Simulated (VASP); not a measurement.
Band structure of W (bcc). Calculation: revPBE GGA, VASP's PBE PAW potentials (set 64) (plane waves; VASP).

Unless said otherwise, spin-orbit coupling is left out, though it shifts the bands of the heavy elements here.

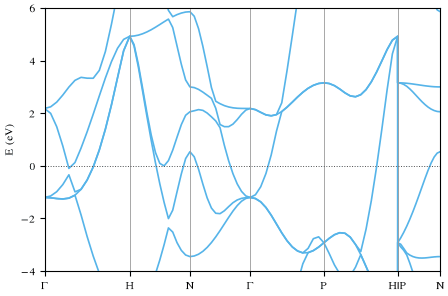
Figure. Bands along high-symmetry lines, zero at the valence-band maximum or, without a gap, the Fermi level

**Question.** Read the plot: is there a gap, and where are the band edges?

**Answer.** It has no gap at this level: it comes out as a metal or semimetal. (Edges off the drawn lines would not show.)

The compound is W in the bcc structure. It was relaxed first.
